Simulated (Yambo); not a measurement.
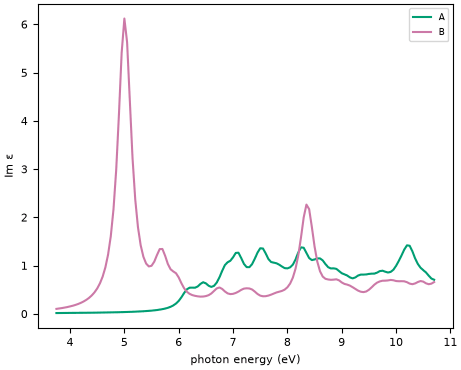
Figure: Two computed absorption spectra of NaOH (space group Cmcm, No. 63) (Yambo, PBEsol bands with the same scissor, field along x)

Axes are Cartesian, with cell vectors (Å) (1.70, -5.40, 0.00), (1.70, 5.40, 0.00), (0.00, 0.00, 3.37).

Which curve includes the electron-hole attraction (BSE), and where are its main peaks?

Curve B: the attraction moves weight to lower energy (centre of the plotted range 6.8 eV against 8.4 eV). Its peaks lie at 5.0 eV, 5.7 eV, 8.3 eV. Settings: 6×6×6 mesh, 6 valence and 4 conduction bands, static screening with 38 bands and a 3 Ry block, scissor 2.80 eV, Tamm-Dancoff. The scissor comes from a G0W0 run whose convergence isn't established. Broadening 0.15 eV. The band window holds all transitions up to 13.4 eV. Fine structure above the onset can come from the mesh.

Geometry relaxed with PBE+D3(BJ); primitive cell a = b = 5.6614 Å, c = 3.3736 Å, α = β = 90.00°, γ = 145.12°.

The structure is a Materials Project entry; no match was found in the copy of COD used, and its stability was not checked.
